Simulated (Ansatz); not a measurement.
TiSn₃O₈

```
Ti Sn O
1.0
     3.97052    0.00000    0.00000
     0.00000    3.97052    0.00000
     0.00000    0.00000   10.36069
Ti Sn O
1 3 8
Direct
  0.50000 0.50000 0.00000
  0.00000 0.50000 0.24354
  0.50000 0.00000 0.75646
  0.00000 0.00000 0.50000
  0.00000 0.50000 0.44850
  0.50000 0.00000 0.96037
  0.00000 0.00000 0.70480
  0.50000 0.50000 0.19105
  0.00000 0.00000 0.29520
  0.50000 0.50000 0.80895
  0.00000 0.50000 0.03963
  0.50000 0.00000 0.55150
```

Space group P-4m2; a structure generated by program, which may or may not match a known phase; computed pressure about −6 GPa in this cell; computed without spin polarisation.

Theory: DFT r2SCAN, scalar-relativistic, plane waves, PAW in Ansatz 0.2.0.

Predict the valence pseudo-density and electron localisation function between the atoms.

Answer. Ti–O (1.98 Å): ρ at the midpoint is about 0.68 e/Å³; the ELF peaks at about 0.85 in the valence shell of O, 0.6 Å from its nucleus, and is about 0.25 at the midpoint (no localised pair shows between them).
Sn–O (2.12 Å): ρ is about 0.58 e/Å³ halfway; the ELF peaks at about 0.85 in the valence shell of O, 0.6 Å from its nucleus, and is about 0.25 at the midpoint (no shared electron pair shows on this line).

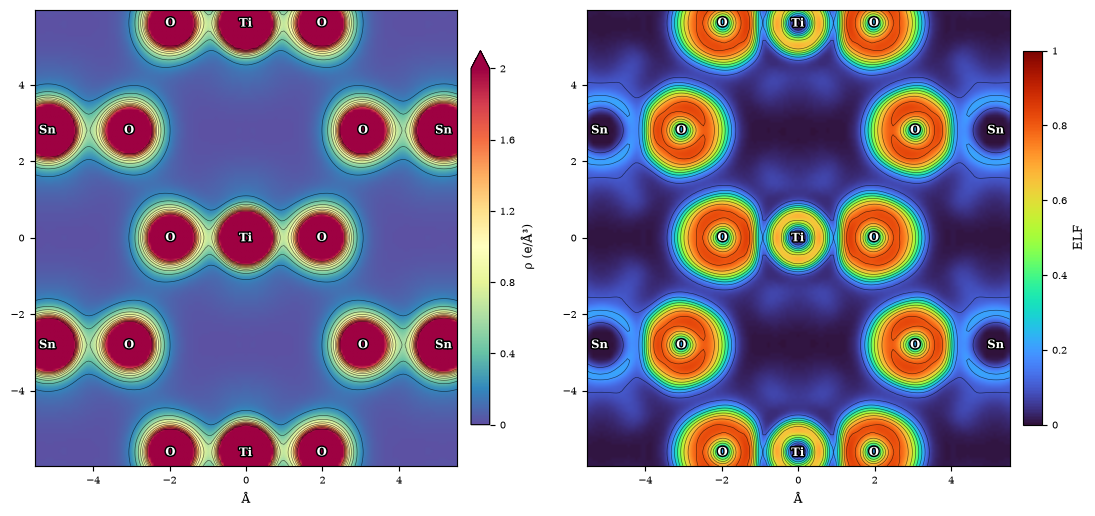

Computed valence pseudo-density and electron localisation function on the (11̄0) plane of the conventional cell, in this order. 

The density is the valence pseudo-density of a PAW calculation; it isn't the true density close to the nuclei.
